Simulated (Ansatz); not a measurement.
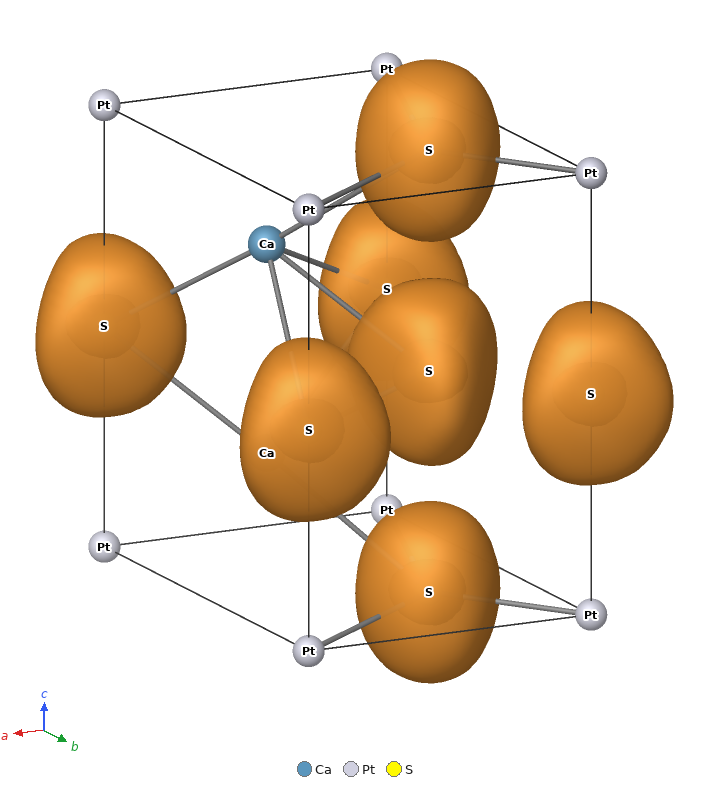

Figure 1: Ca₂PtS₃. Isosurface of the electron localisation function at 0.65 (orange), seen at an oblique angle. Only the valence region is drawn (cores and ρ < 0.01 e/Å³ removed). Sticks mark near contacts.

Space group P-6m2; a structure from a database of computed crystals, not necessarily the ambient phase; started from the Ce2CuGe3-187 prototype, which need not be the ambient phase.

All numbers below come from Ansatz 0.2.0, DFT, r2SCAN+rVV10, plane waves, PAW.

In a PAW calculation such maps are meaningful between the atoms, not at the nuclei.

```
Ca Pt S
1.0
     4.25257    0.00000    0.00000
    -2.12629    3.68283    0.00000
     0.00000    0.00000    7.43785
Ca Pt S
2 1 3
Cartesian
  2.1263 1.2276 1.9599
  2.1263 1.2276 5.4780
  0.0000 0.0000 0.0000
  0.0000 0.0000 3.7189
  0.0000 2.4552 0.0000
  0.0000 2.4552 3.7189
```

What do the ELF domains correspond to?

Answer. The ELF exceeds this value in three regions wrapped around S (the valence shell of each), counted in one cell of 6 atoms. Any copies at cell faces, edges or corners count once.

Values along the shortest contacts:
Pt–S (2.46 Å): the ELF peaks at about 0.80 in the valence shell of S, 0.8 Å from its nucleus, and drops to about 0.20 between the two atoms. Ca–S (3.02 Å): the ELF peaks at about 0.85 in the valence shell of S, 0.8 Å from its nucleus, and drops to about 0.05 between the two atoms; a closed-shell, largely ionic contact.
